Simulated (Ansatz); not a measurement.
# Ag (fcc, Cu type): frozen-phonon scan

Ag (fcc, Cu type)

```xyz
2
Lattice="0.0000 4.1486 4.1486 2.0743 0.0000 2.0743 2.0743 2.0743 0.0000" Properties=species:S:1:pos:R:3 pbc="T T T"
Ag     0.0000     0.0000     0.0000
Ag     2.0743     2.0743     4.1486
```

The atoms are displaced by Q × the pattern below (from a DFPT mode at L = (0.5, 0.0, 0.0), largest move 1; Q in Å), at fixed cell. It is one choice among 2 degenerate patterns. (q is in reciprocal vectors of the primitive cell; the cell shown is doubled to hold the pattern.)

```json
[
 {"atom": "Ag1", "x": "-0.285", "y": "0.520", "z": "-0.805"},
 {"atom": "Ag2", "x": "0.285", "y": "-0.520", "z": "0.805"}
]
```

Computed with PBE (plane waves to 420 eV, PAW, scalar-relativistic; Ansatz, a quantum-chemistry and plane-wave program). k mesh 19×19×19 (Γ-centred), Fermi-Dirac smearing 0.05 eV. The energy includes the smearing's −TS. With partly filled bands, energies and forces of such displacements shift with the k mesh and the smearing. Ag was relaxed with its symmetry unable to fall. ΔE is measured from the undisplaced structure.

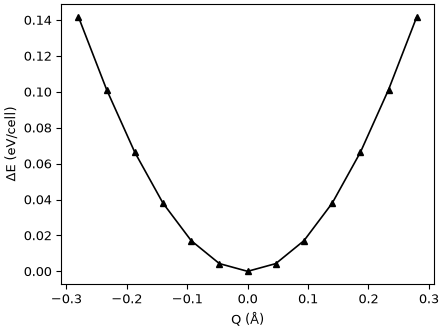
ΔE (eV/cell) against Q (Å); markers are the computed points, lines only join them.

The energy at Q = 0.280 Å comes out as 142 meV/cell. Space group of the distorted cell: P-1 (No. 2), lowered from Fm-3m. Symmetry of the curve: even: the same for both signs. Harmonic wavenumber from the curvature (finite differences): 71 cm⁻¹. Shape of the curve: a single well with its minimum at or next to zero displacement.

E″ = 3.96 eV/Å², M = Σ mᵢ|uᵢ|² = 215.7 u, ν̃ = 521.5·√(|E″|/M).

(For displaced atoms, the force is minus the slope of the energy, and its curvature is a force constant, which sets phonon frequencies.)
